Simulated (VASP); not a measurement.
Band structure of RuSi (B20). All values below come from PBEsol GGA, VASP's PBE PAW potentials (set 64) (plane waves; VASP).

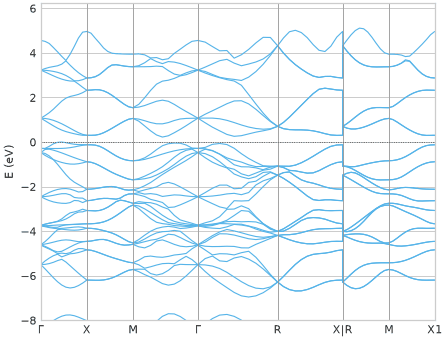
Figure: Bands along high-symmetry lines, zero at the valence-band maximum or, without a gap, the Fermi level

**Question.** Read the plot: is there a gap, and where are the band edges?

**Answer.** The gap is indirect, 0.22 eV, from the valence maximum at Γ-X at 0.45 to the conduction minimum at M-Γ at 0.45. (Edges off the drawn lines would not show.)

The compound is RuSi in the B20 structure. It was relaxed first.
